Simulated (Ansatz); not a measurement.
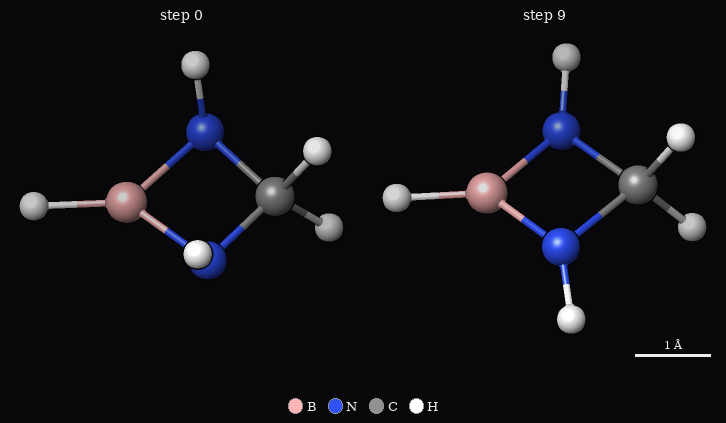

The structure of CH5BN2 (coarse preliminary run) before (left) and after (right) a relaxation, at one scale.

The picture is a ball-and-stick view, seen at a tilt.

The start comes from a force field.

Level of theory: RKS PBE-D4/def2-SVP in Ansatz 0.2.0. (force threshold 0.03 eV/Å; at most 200 steps)

### Summarise the run.

The largest move after the best rigid fit is that of an H atom, 1.02 Å. By element the largest moves are H 1.02 Å, N 0.38 Å, B 0.25 Å, C 0.22 Å. Near-neighbour distances that change, for instance: C–N 1.334 → 1.466 Å, H–N 1.105 → 1.019 Å, B–N 1.493 → 1.444 Å, H–N 1.060 → 1.019 Å. Among the angles between lasting bonds that change: B–N–H 106.5° → 135.1°, B–N–H 108.4° → 135.3°, C–N–H 110.6° → 124.0°. Over 9 geometry steps the energy falls by 151.0 kJ/mol. Largest force component: 7.1 eV/Å at the start, 0.02 eV/Å at the end. The run took about 28 core-seconds on a shared host.
